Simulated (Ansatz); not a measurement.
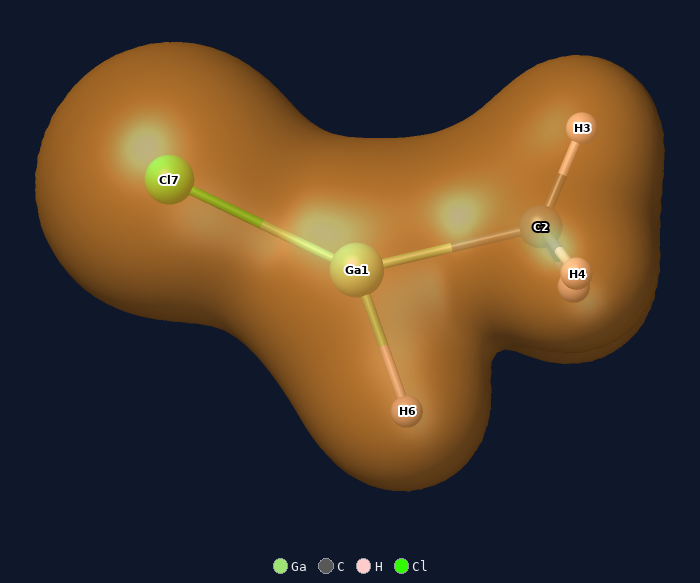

Figure. CH$_{4}$ClGa. Isosurface of the electron density at 0.1 e/Å³ (orange), seen across its widest extent.

Not at a stationary point (largest force 1.7 eV/Å).

These are results of Ansatz 0.2.0, RKS BLYP-D4/def2-SVP, not measurements.

```xyz
7

Ga    0.3075    0.0189    0.0205
C     1.0575   -0.0539    1.8301
H     0.4881   -0.2025    2.7689
H     1.8226   -0.8508    1.7261
H     1.6033    0.9120    1.8734
H     1.7881    0.2485   -0.4075
Cl   -1.5898   -0.0723   -1.0088
```

**How is the density connected at this value?**

At this value the surface is in one piece. It bridges the sampled C–Ga (1.96 Å), Ga–Cl (2.16 Å), C–H (1.11 Å) and Ga–H (1.56 Å) contacts, where the density stays above the isovalue. On the grid the lowest density along these lines, outside the cores, is 0.76 e/Å³ (C–Ga, 1.96 Å), 0.6 e/Å³ (Ga–Cl, 2.16 Å), 1.8 e/Å³ (C–H, 1.11 Å) and 0.77 e/Å³ (Ga–H, 1.56 Å).
